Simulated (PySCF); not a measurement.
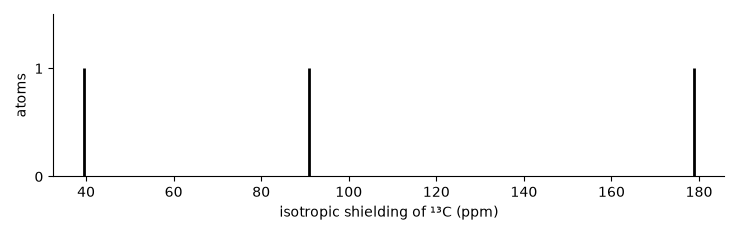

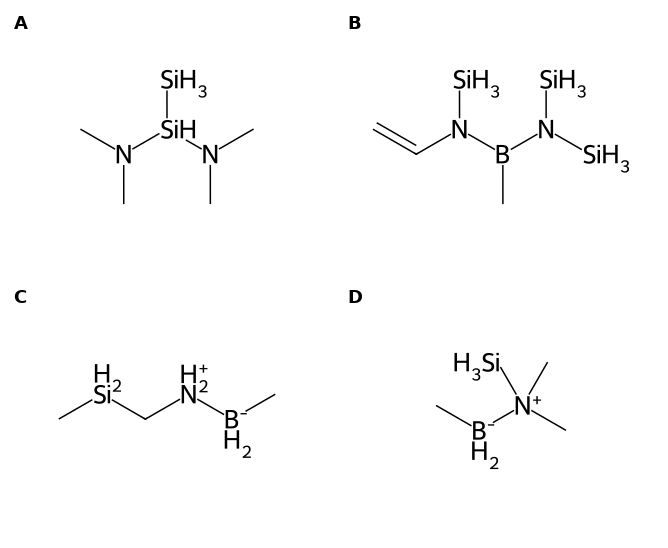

The sticks are computed shieldings of one of the molecules, for one fixed geometry (GFN2-xTB) without averaging over rotations. Low shielding means a high chemical shift. Method: GIAO PBE0/pcSseg-1 NMR shielding, non-relativistic, gas phase (PySCF 2.14.0).

### Which molecule gives this pattern?

B, `C=CN([SiH3])B(C)N([SiH3])[SiH3]`. Its 3 C atoms give lines at 39.5, 91.0, 178.8 ppm.

The geometry is semi-empirical. Around B, Si such bond lengths and angles can be off by a tenth of an ångström or more and by several degrees, and values that hang on the shape move with them.
